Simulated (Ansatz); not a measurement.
# GeH₄O₂S₂: how energies converge with the basis set

How large a basis does GeH₄O₂S₂ need? Two functionals are run in growing sets.

Computed with Ansatz 0.2.0, Gaussian basis. Level: one geometry, several basis sets.

Levels to be run: PBE0-D4/def2-SVP; ωB97M-V/def2-SVP; PBE0-D4/def2-QZVPP; ωB97M-V/def2-QZVPP; the functionals' def2-TZVPP values are taken from earlier runs.

## Step 1: Structure used throughout

The geometry comes from an earlier relaxation with PBE0-D4 in a triple-zeta def2 set; it is a stationary point, not always the lowest conformer.

SMILES `[OH][Ge]([OH])([SH])[SH]`, 9 atoms, charge 0, spin multiplicity 1.

Atoms are counted from 1 here; the program's logs count them from 0.

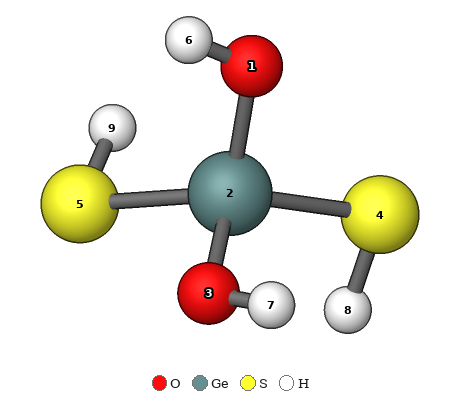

The geometry (oxygen red, germanium teal, sulfur yellow, hydrogen white); atoms are numbered from 1 in the order of the file.

## Step 2: PBE0-D4 in def2-SVP

File in.yaml:

```yaml
crystal:
  periodic: [false, false, false]
  atoms:
    - {symbol: O, position_ang: [-0.293278, 1.060866, -1.462213]}
    - {symbol: Ge, position_ang: [0.088419, 0.041220, -0.070932]}
    - {symbol: O, position_ang: [1.830874, -0.175858, 0.123033]}
    - {symbol: S, position_ang: [-0.975083, -1.811502, -0.603003]}
    - {symbol: S, position_ang: [-0.439020, 0.955788, 1.860963]}
    - {symbol: H, position_ang: [0.009890, 1.964782, -1.339045]}
    - {symbol: H, position_ang: [2.215836, -0.664412, -0.609960]}
    - {symbol: H, position_ang: [-0.604811, -2.412645, 0.540559]}
    - {symbol: H, position_ang: [-1.744328, 0.995460, 1.543499]}
basis:
  gaussian: {orbitals: def2-SVP}
hamiltonian: {xc: pbe0, dispersion: d4}
output: {orbitals: {seedname: orbitals}}
```

The run is started by

```
$ ansatz run in.yaml --threads 4 --pin off --events-out ev --progress --plain --max-ram 10444MiB
```

After this run come: ωB97M-V in def2-SVP; PBE0-D4 in def2-QZVPP; ωB97M-V in def2-QZVPP.

Before running them: what should the planned runs give, taken together? Wanted: PBE0-D4: double and triple zeta above quadruple; ωB97M-V: double and triple zeta above quadruple.

As calculated:

```
                                       quantity           value
PBE0-D4: double and triple zeta above quadruple  22.19, 2.13 eV
ωB97M-V: double and triple zeta above quadruple  22.14, 2.05 eV
```

**Reading.** For PBE0-D4 the step from double to triple zeta gains 20.06 eV and the next only 2.13 eV. Total energies overstate the basis error of differences, where much of it tends to cancel. The LUMO of ωB97M-V is positive and keeps falling with the basis (1.85 to 0.93 eV): an unbound level that the basis holds in place.
